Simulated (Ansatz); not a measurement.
# Pt(111) with 4 thermally displaced layers, 2x2: scattering by thermal displacements, part 2 of 2

Aim: the resistivity of Pt at 180 K from frozen thermal displacements between perfect leads.

Ansatz 0.2.0; Ansatz plane-wave DFT, PBE, PAW files; ballistic transport by layer matching (Landauer), zero bias; PAW set soft_1.

So far, open channels per spin nearest the Fermi level: step 2 (with 4 displaced layers) 6.89.

## 3. With 8 displaced layers

System of this step: Pt(111) with 8 thermally displaced layers, 2x2. The cell holds 56 atoms: 56 Pt. Cell: a = 5.546 Å, b = 5.546 Å, c = 31.740 Å, α = 87.5°, β = 92.5°, γ = 120.0°. It derives from Pt. Regions: lead, 24 atoms (24 Pt); scattering region, 32 atoms (32 Pt). The structure is stacked along c, and the current runs across the ab planes.

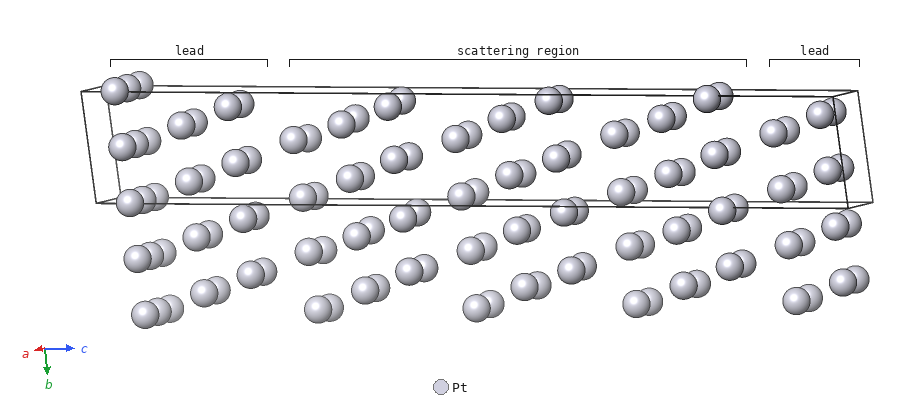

The cell of this step (platinum light grey). 1×2×1 cells are drawn. Some periodic images of atoms are drawn too.

input.yaml reads:

```yaml
crystal:
  lattice:
    - [5.5462627489, 0.0, 0.0]
    - [-2.7731313745, 4.8032044366, 0.0]
    - [-1.3865656872, 0.8005340728, 31.6995319999]
  atoms:
    - { symbol: Pt, position: [0.005952381, 0.994047619, 0.0357142857] }
    - { symbol: Pt, position: [0.005952381, 0.494047619, 0.0357142857] }
    - { symbol: Pt, position: [0.505952381, 0.994047619, 0.0357142857] }
    - { symbol: Pt, position: [0.505952381, 0.494047619, 0.0357142857] }
    - { symbol: Pt, position: [0.1845238095, 0.3154761905, 0.1071428571] }
    - { symbol: Pt, position: [0.1845238095, 0.8154761905, 0.1071428571] }
    - { symbol: Pt, position: [0.6845238095, 0.3154761905, 0.1071428571] }
    - { symbol: Pt, position: [0.6845238095, 0.8154761905, 0.1071428571] }
    - { symbol: Pt, position: [0.3630952381, 0.1369047619, 0.1785714286] }
    - { symbol: Pt, position: [0.3630952381, 0.6369047619, 0.1785714286] }
    - { symbol: Pt, position: [0.8630952381, 0.1369047619, 0.1785714286] }
    - { symbol: Pt, position: [0.8630952381, 0.6369047619, 0.1785714286] }
    - { symbol: Pt, position: [0.0645876219, 0.9717768613, 0.250557382] }
    - { symbol: Pt, position: [0.0310433857, 0.4581168435, 0.2510238594] }
    - { symbol: Pt, position: [0.5323274039, 0.9622886051, 0.2506704292] }
    - { symbol: Pt, position: [0.5416051264, 0.4463171535, 0.2489679874] }
    - { symbol: Pt, position: [0.2107794098, 0.2672689496, 0.3241413455] }
    - { symbol: Pt, position: [0.217443364, 0.7832152177, 0.3210252934] }
    - { symbol: Pt, position: [0.741313138, 0.2931878097, 0.3224163685] }
    - { symbol: Pt, position: [0.7010414043, 0.7801197249, 0.3224948704] }
    - { symbol: Pt, position: [0.4050524158, 0.0943567186, 0.3956988104] }
    - { symbol: Pt, position: [0.3838776351, 0.5941382814, 0.3943154769] }
    - { symbol: Pt, position: [0.9096011626, 0.1217521939, 0.3931511635] }
    - { symbol: Pt, position: [0.8909384356, 0.5975878284, 0.3911553563] }
    - { symbol: Pt, position: [0.069387155, 0.9289568353, 0.4651921192] }
    - { symbol: Pt, position: [0.0854761697, 0.4144127903, 0.4669201006] }
    - { symbol: Pt, position: [0.5828093983, 0.9389370039, 0.4636107276] }
    - { symbol: Pt, position: [0.5723784656, 0.4249219856, 0.4658944017] }
    - { symbol: Pt, position: [0.254025554, 0.2383693782, 0.5336224763] }
    - { symbol: Pt, position: [0.2463035072, 0.7489644926, 0.537257874] }
    - { symbol: Pt, position: [0.7491855457, 0.2327621935, 0.5370759103] }
    - { symbol: Pt, position: [0.7410305026, 0.736546549, 0.5366828451] }
    - { symbol: Pt, position: [0.4163032298, 0.0696043019, 0.6062357114] }
    - { symbol: Pt, position: [0.4351608708, 0.5646444538, 0.6074580813] }
    - { symbol: Pt, position: [0.9371780865, 0.0573008867, 0.6093590664] }
    - { symbol: Pt, position: [0.945641322, 0.5738579773, 0.6089596165] }
    - { symbol: Pt, position: [0.1244795517, 0.8955732538, 0.6786893268] }
    - { symbol: Pt, position: [0.0994818791, 0.385714763, 0.6773712688] }
    - { symbol: Pt, position: [0.6015952061, 0.8897128167, 0.6776847006] }
    - { symbol: Pt, position: [0.5986174623, 0.3760993307, 0.6789900605] }
    - { symbol: Pt, position: [0.3016663244, 0.2219490673, 0.7499782982] }
    - { symbol: Pt, position: [0.3084694297, 0.7224679387, 0.7517938353] }
    - { symbol: Pt, position: [0.7769939825, 0.2208919523, 0.7505296823] }
    - { symbol: Pt, position: [0.7974542056, 0.7120549012, 0.7505969604] }
    - { symbol: Pt, position: [0.4702380952, 0.0297619048, 0.8214285714] }
    - { symbol: Pt, position: [0.4702380952, 0.5297619048, 0.8214285714] }
    - { symbol: Pt, position: [0.9702380952, 0.0297619048, 0.8214285714] }
    - { symbol: Pt, position: [0.9702380952, 0.5297619048, 0.8214285714] }
    - { symbol: Pt, position: [0.1488095238, 0.8511904762, 0.8928571429] }
    - { symbol: Pt, position: [0.1488095238, 0.3511904762, 0.8928571429] }
    - { symbol: Pt, position: [0.6488095238, 0.8511904762, 0.8928571429] }
    - { symbol: Pt, position: [0.6488095238, 0.3511904762, 0.8928571429] }
    - { symbol: Pt, position: [0.3273809524, 0.1726190476, 0.9642857143] }
    - { symbol: Pt, position: [0.3273809524, 0.6726190476, 0.9642857143] }
    - { symbol: Pt, position: [0.8273809524, 0.1726190476, 0.9642857143] }
    - { symbol: Pt, position: [0.8273809524, 0.6726190476, 0.9642857143] }
kpoints:
  mp_grid: { grid: [5, 5, 1] }
hamiltonian:
  xc: pbe
  pseudopotentials: { kind: paw, azcp: { folder: soft_1 } }
scf:
  occupations: { method: fermi_dirac, width: 0.1 }
output:
  transmission:
    leads: [[0, 4]]
    kmesh: [10, 10]
    e_range: [-0.05, 0.05]
    de: 0.05
  write_potential: true
  write_density: true
  volumetric_format: npy
```

Command:

```sh
$ ansatz run input.yaml --threads 4 --pin off --max-ram 15360MiB --backend cpu --events-out ev --progress --plain --runs-dir out
```

Numbers of over 12 decimals in the logs are rounded to 6 here.

Log:

```text
[...]
Crystal: 56 atoms, lattice volume = 844.470 Å³
Basis set: ecut = 420 eV, 16521 PW (Γ)
Bands: 605, of which v1, the nominal top of the filled ones, is band 504 counted from 1 (503 counted from 0)
Symmetry: 1 space group operations
[...]
k-points: 13 of 25 (time reversal used)
[...]
SCF iter   1: F=—  HF=-701400.518999 eV  |F-HF|=—  |Δ(HF+E_count)|=         —  Δρ=8.55e-2  dr2=5.91e1  ethr=3.10e-3  ⟨swp⟩=4.5  Hψ=23100  notcnv=0  defer=316
[...]
SCF iter   9: F=-701382.176164 eV  HF=-701382.176164 eV  |F-HF|=6.02e-8  |Δ(HF+E_count)|=   3.21e-8  Δρ=1.08e-6  dr2=6.42e-8  ethr=9.92e-12  ⟨swp⟩=7.9  Hψ=24466  notcnv=0
SCF 1 converged in 9 iterations: F = -701382.176164 eV  dr2 = 6.42e-8
[...]
transmission: 298 of 2964 steps passed
transmission: 595 of 2964 steps passed
[...]
transmission: 2964 of 2964 steps passed
SCF converged after 9 iterations
Free energy (F): -701382.176164 eV
[...]
Internal energy: -701379.072295 eV  (E = F + TS)
E sigma→0 (E₀):  -701380.624230 eV
Entropy (-TS):   -3.103869 eV (-55.426 meV/atom)
Fermi energy:    23.431114 eV
[...]
--- Band table (eV; the first three rows and the last of 13) ---
  k-point 0: bands = [... 500 lower, 23.6240, 23.6267, 23.6367, 23.6456, 23.6594, 23.6799, 23.6988, 23.7032, ... 97 higher]
  k-point 1: bands = [... 500 lower, 23.4121, 23.4270, 23.4433, 23.4570, 23.4700, 23.4800, 23.5079, 23.5256, ... 97 higher]
  k-point 2: bands = [... 500 lower, 23.4473, 23.4530, 23.4632, 23.4776, 23.4800, 23.5201, 23.5292, 23.5406, ... 97 higher]
  k-point 12: bands = [... 500 lower, 23.3147, 23.3367, 23.3649, 23.3987, 23.4114, 23.4287, 23.4520, 23.4952, ... 97 higher]
--- Transmission ---
  basis      : 241 plane waves across, 57 finite elements along
  points     : 52, standing for a mesh of 10 x 10
[...]
channels       : 6.890000e0 a spin
[...]
junction   : crystal 0 to crystal 0, 0.70 to 30.13 Å
    transmission   : 5.578458e0 a spin
[...]
```

Elapsed: 17 min, on 4 threads of Arm Neoverse V1, shared host; peak memory 9.6 GiB.

Numbers from this step:

```
free energy                                   : -701382.1762 eV
energy at zero smearing                       : -701380.6242 eV
transmission per spin nearest the Fermi level : 5.578
step of the lead's potential                  : 3.5 meV
```

Per spin. Transmission, zone mean against energy, zero at the Fermi level:

```tsv
energy (eV)	transmission, zone mean
-0.0500	5.77
0.0000	5.58
0.0500	5.25
```

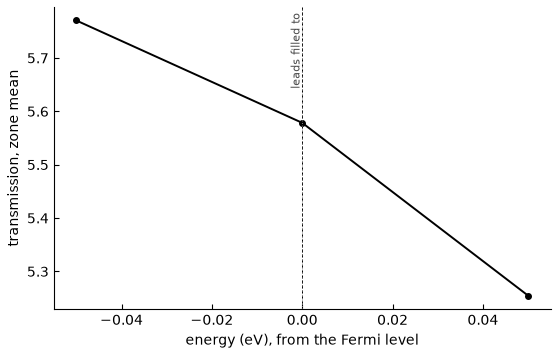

Transmission, zone mean against energy.

Over the solved energies the transmission per spin lies between 5.25 and 5.77, out of 6.75 channels of the lead on average (up to 7.14).

## 4. With 12 displaced layers

System of this step: Pt(111) with 12 thermally displaced layers, 2x2. The cell holds 72 atoms: 72 Pt. Cell: a = 5.546 Å, b = 5.546 Å, c = 40.757 Å, α = 90.0°, β = 90.0°, γ = 120.0°. It derives from Pt. Regions: lead, 24 atoms (24 Pt); scattering region, 48 atoms (48 Pt). The structure is stacked along c, and the current runs across the ab planes.

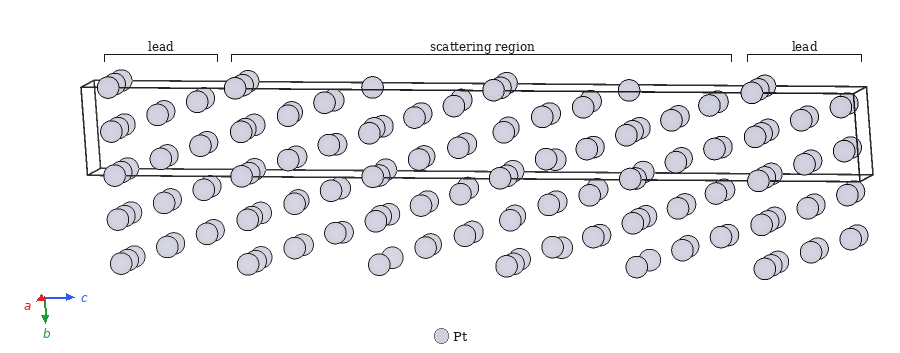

The cell of this step (platinum light grey). 1×2×1 cells are drawn. Some periodic images of atoms are drawn too.

input.yaml reads:

```yaml
crystal:
  lattice:
    - [5.5462627489, 0.0, 0.0]
    - [-2.7731313745, 4.8032044366, 0.0]
    - [0.0, 0.0, 40.7565411427]
  atoms:
    - { symbol: Pt, position: [0.0, 0.0, 0.0277777778] }
    - { symbol: Pt, position: [0.0, 0.5, 0.0277777778] }
    - { symbol: Pt, position: [0.5, 0.0, 0.0277777778] }
    - { symbol: Pt, position: [0.5, 0.5, 0.0277777778] }
    - { symbol: Pt, position: [0.1666666667, 0.3333333333, 0.0833333333] }
    - { symbol: Pt, position: [0.1666666667, 0.8333333333, 0.0833333333] }
    - { symbol: Pt, position: [0.6666666667, 0.3333333333, 0.0833333333] }
    - { symbol: Pt, position: [0.6666666667, 0.8333333333, 0.0833333333] }
    - { symbol: Pt, position: [0.3333333333, 0.1666666667, 0.1388888889] }
    - { symbol: Pt, position: [0.3333333333, 0.6666666667, 0.1388888889] }
    - { symbol: Pt, position: [0.8333333333, 0.1666666667, 0.1388888889] }
    - { symbol: Pt, position: [0.8333333333, 0.6666666667, 0.1388888889] }
    - { symbol: Pt, position: [0.0010001154, 0.9963056884, 0.192137671] }
    - { symbol: Pt, position: [0.9948927049, 0.4917271502, 0.1957547337] }
    - { symbol: Pt, position: [0.4978555316, 0.0008592158, 0.1934138323] }
    - { symbol: Pt, position: [0.4953889356, 0.4998812897, 0.1926426142] }
    - { symbol: Pt, position: [0.1688010825, 0.3322415266, 0.2485616659] }
    - { symbol: Pt, position: [0.1479291573, 0.8386142031, 0.2496390165] }
    - { symbol: Pt, position: [0.660726775, 0.3309025826, 0.2522034711] }
    - { symbol: Pt, position: [0.6666685269, 0.8342249095, 0.2481961104] }
    - { symbol: Pt, position: [0.3527396536, 0.1761104137, 0.3068497979] }
    - { symbol: Pt, position: [0.3384758754, 0.6761018376, 0.3060055316] }
    - { symbol: Pt, position: [0.8380160608, 0.1651001374, 0.3037676599] }
    - { symbol: Pt, position: [0.8325462671, 0.646750036, 0.305264501] }
    - { symbol: Pt, position: [0.992809774, 0.9892657915, 0.3618548584] }
    - { symbol: Pt, position: [0.9959658999, 0.4955032938, 0.3617417037] }
    - { symbol: Pt, position: [0.5029001734, 0.0142968363, 0.3615374427] }
    - { symbol: Pt, position: [0.4857655712, 0.4799875891, 0.3595247447] }
    - { symbol: Pt, position: [0.176094285, 0.3328124633, 0.4163232226] }
    - { symbol: Pt, position: [0.1747134932, 0.8201309643, 0.4159562361] }
    - { symbol: Pt, position: [0.6654715997, 0.3393685306, 0.4158617671] }
    - { symbol: Pt, position: [0.6529376961, 0.816811455, 0.4175514019] }
    - { symbol: Pt, position: [0.3380676079, 0.1617632984, 0.4724203613] }
    - { symbol: Pt, position: [0.3193824363, 0.6618102717, 0.4738937418] }
    - { symbol: Pt, position: [0.8464335826, 0.1904473468, 0.4712673202] }
    - { symbol: Pt, position: [0.8374998366, 0.664654316, 0.472908586] }
    - { symbol: Pt, position: [0.9970474984, 0.9942235614, 0.5267253177] }
    - { symbol: Pt, position: [0.0269327167, 0.4992038837, 0.5253314731] }
    - { symbol: Pt, position: [0.4977078955, 0.0069790948, 0.5271712439] }
    - { symbol: Pt, position: [0.5172859385, 0.5103177326, 0.5275929838] }
    - { symbol: Pt, position: [0.1572860827, 0.3229908693, 0.5824842409] }
    - { symbol: Pt, position: [0.1597334639, 0.8457302411, 0.5852629285] }
    - { symbol: Pt, position: [0.6493878421, 0.3211702148, 0.5811880449] }
    - { symbol: Pt, position: [0.6420879958, 0.8013596624, 0.581947695] }
    - { symbol: Pt, position: [0.3431150776, 0.163108643, 0.6399255399] }
    - { symbol: Pt, position: [0.3380359591, 0.684789298, 0.6391305497] }
    - { symbol: Pt, position: [0.8430642599, 0.1929388873, 0.6384952892] }
    - { symbol: Pt, position: [0.8234864338, 0.6687449358, 0.6388417802] }
    - { symbol: Pt, position: [0.0047620493, 0.9905135786, 0.6954206041] }
    - { symbol: Pt, position: [0.0041651658, 0.4931274633, 0.6946424671] }
    - { symbol: Pt, position: [0.5046674001, 0.0241455129, 0.6935902899] }
    - { symbol: Pt, position: [0.4904759157, 0.4890292791, 0.694024583] }
    - { symbol: Pt, position: [0.1705657324, 0.341236223, 0.7492594509] }
    - { symbol: Pt, position: [0.1577206743, 0.8187533416, 0.748996322] }
    - { symbol: Pt, position: [0.6965908288, 0.3440508985, 0.7490520957] }
    - { symbol: Pt, position: [0.6497241938, 0.8232916133, 0.749973688] }
    - { symbol: Pt, position: [0.3298120289, 0.159004928, 0.80399488] }
    - { symbol: Pt, position: [0.3483370824, 0.6713158863, 0.8051011869] }
    - { symbol: Pt, position: [0.8286411095, 0.1612161847, 0.8019939938] }
    - { symbol: Pt, position: [0.8288547655, 0.6556475027, 0.8043392521] }
    - { symbol: Pt, position: [0.0, 0.0, 0.8611111111] }
    - { symbol: Pt, position: [0.0, 0.5, 0.8611111111] }
    - { symbol: Pt, position: [0.5, 0.0, 0.8611111111] }
    - { symbol: Pt, position: [0.5, 0.5, 0.8611111111] }
    - { symbol: Pt, position: [0.1666666667, 0.3333333333, 0.9166666667] }
    - { symbol: Pt, position: [0.1666666667, 0.8333333333, 0.9166666667] }
    - { symbol: Pt, position: [0.6666666667, 0.3333333333, 0.9166666667] }
    - { symbol: Pt, position: [0.6666666667, 0.8333333333, 0.9166666667] }
    - { symbol: Pt, position: [0.3333333333, 0.1666666667, 0.9722222222] }
    - { symbol: Pt, position: [0.3333333333, 0.6666666667, 0.9722222222] }
    - { symbol: Pt, position: [0.8333333333, 0.1666666667, 0.9722222222] }
    - { symbol: Pt, position: [0.8333333333, 0.6666666667, 0.9722222222] }
kpoints:
  mp_grid: { grid: [5, 5, 1] }
hamiltonian:
  xc: pbe
  pseudopotentials: { kind: paw, azcp: { folder: soft_1 } }
scf:
  occupations: { method: fermi_dirac, width: 0.1 }
output:
  transmission:
    leads: [[0, 4]]
    kmesh: [10, 10]
    e_range: [-0.05, 0.05]
    de: 0.05
  write_potential: true
  write_density: true
  volumetric_format: npy
```

Log:

```text
[...]
Crystal: 72 atoms, lattice volume = 1085.747 Å³
Basis set: ecut = 420 eV, 21305 PW (Γ)
Bands: 778, of which v1, the nominal top of the filled ones, is band 648 counted from 1 (647 counted from 0)
Symmetry: 1 space group operations
[...]
k-points: 13 of 25 (time reversal used)
[...]
SCF iter   1: F=—  HF=-901800.021666 eV  |F-HF|=—  |Δ(HF+E_count)|=         —  Δρ=8.56e-2  dr2=7.69e1  ethr=3.10e-3  ⟨swp⟩=4.3  Hψ=29828  notcnv=0  defer=408
[...]
SCF iter  10: F=-901776.402899 eV  HF=-901776.402899 eV  |F-HF|=6.98e-9  |Δ(HF+E_count)|=   1.51e-9  Δρ=2.86e-7  dr2=7.86e-9  ethr=7.72e-12  ⟨swp⟩=8.0  Hψ=28294  notcnv=0
SCF 1 converged in 10 iterations: F = -901776.402899 eV  dr2 = 7.86e-9
[...]
transmission: 391 of 3900 steps passed
transmission: 781 of 3900 steps passed
[...]
transmission: 3900 of 3900 steps passed
SCF converged after 10 iterations
Free energy (F): -901776.402899 eV
[...]
Internal energy: -901772.363863 eV  (E = F + TS)
E sigma→0 (E₀):  -901774.383381 eV
Entropy (-TS):   -4.039036 eV (-56.098 meV/atom)
Fermi energy:    23.430621 eV
[...]
--- Band table (eV; the first three rows and the last of 13) ---
  k-point 0: bands = [... 644 lower, 23.6109, 23.6226, 23.6359, 23.6389, 23.6518, 23.6587, 23.6699, 23.6896, ... 126 higher]
  k-point 1: bands = [... 644 lower, 23.4216, 23.4235, 23.4392, 23.4485, 23.4630, 23.4704, 23.4802, 23.5064, ... 126 higher]
  k-point 2: bands = [... 644 lower, 23.4340, 23.4375, 23.4716, 23.4943, 23.5056, 23.5126, 23.5230, 23.5321, ... 126 higher]
  k-point 12: bands = [... 644 lower, 23.3398, 23.3687, 23.4078, 23.4179, 23.4244, 23.4355, 23.4433, 23.4481, ... 126 higher]
--- Transmission ---
  basis      : 241 plane waves across, 75 finite elements along
  points     : 52, standing for a mesh of 10 x 10
[...]
channels       : 6.890000e0 a spin
[...]
junction   : crystal 0 to crystal 0, 0.70 to 39.19 Å
    transmission   : 4.767097e0 a spin
[...]
```

Run time: 30 min. Hardware: 4 threads; peak memory 8.4 GiB; 1.9 h of CPU time.

Numbers from this step:

* free energy: -901776.4029 eV
* energy at zero smearing: -901774.3834 eV
* transmission per spin nearest the Fermi level: 4.767
* step of the lead's potential: 11.9 meV

Per spin. The transmission, zone mean by energy, zero at the Fermi level:

```tsv
energy (eV)	transmission, zone mean
-0.0500	4.96
0.0000	4.77
0.0500	4.59
```

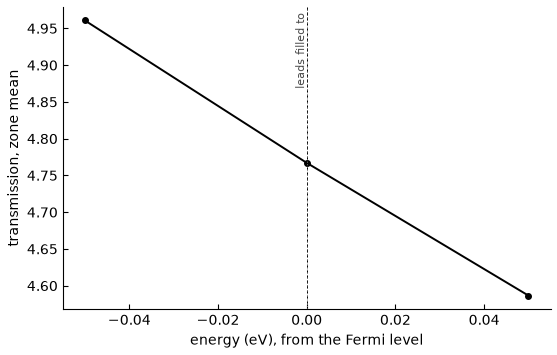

Transmission, zone mean against energy.

Over the solved energies the transmission per spin lies between 4.59 and 4.96, out of 6.71 channels of the lead on average (up to 7.04).

## 5. The fit

This step: Ansatz plane-wave DFT, PBE, PAW files; ballistic transport by layer matching (Landauer), zero bias; resistivity from the slope of the area resistance; PAW set soft_1 (Ansatz 0.2.0).

Numbers from this step:

```yaml
resistivity: 8.713 µΩ cm
intercept: -0.03428 fΩ m²
scatter_about_the_fit: 0.008436 fΩ m²
```

Resistance, by row:

```tsv
run	length (Å)	T	channels N	RA (fΩ m²)
n4	9.057	6.143	6.753	0.0506
n8	18.11	5.534	6.747	0.1116
n12	27.17	4.771	6.713	0.2084
```

Table of area resistance by length of the displaced region:

```tsv
length of the displaced region (Å)	area resistance (fΩ m²)
9.06	0.0506
18.11	0.112
27.17	0.208
```

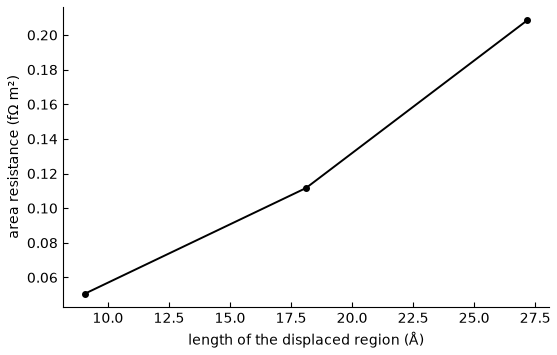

Area resistance against length of the displaced region.

The area resistance goes from 0.051 to 0.21 fΩ m² between 9.1 and 27.2 Å, a slope of 8.7 µΩ cm.

By hand from the end points: (0.2084 − 0.05060) fΩ m² / (27.17 − 9.06) Å = 8.7 µΩ cm, since 1 fΩ m² per Å is 1000 µΩ cm.

## 6. Summary of results

```json
{
 "resistivity from the slope": "8.71 µΩ cm",
 "area resistance over 9.06 Å": "0.0506 fΩ m²",
 "area resistance over 18.1 Å": "0.112 fΩ m²",
 "area resistance over 27.2 Å": "0.208 fΩ m²"
}
```

What this shows: The slope gives 8.7 µΩ cm. The points scatter by 0.0084 fΩ m² about the line, with one random draw a length in a 2x2 cell, so the slope is a rough value. The mean square of the displacements drawn is 0.78, 0.99 and 1.2 of the nominal one at the three lengths; with each resistance scaled back by that, the slope is 6.2 µΩ cm, the value used below. Read with a model of isotropic scattering on a spherical Fermi surface and the lead's 2.0×10¹⁵ S/m², this slope means a mean free path near 68 Å; over these lengths the model's slope is 1.10 times its bulk resistivity, which would be 5.6 µΩ cm. Uncorrelated displacements put too much weight on short waves, which scatter strongly; with the sideways repeat of a small cell, one draw and three short lengths, the method is good to a factor of two or three. Spin-orbit coupling is left out, which matters for Pt.

[Logs are printed without paths, hosts, clocks, repeated set-up lines and the standing remarks that a program may print on its own settings, such as how far it seeks lower states.]

[Hosts, paths, dates, database ids (printed as entryN), source tags and the programs' standing remarks are cut or masked in the printed files.]
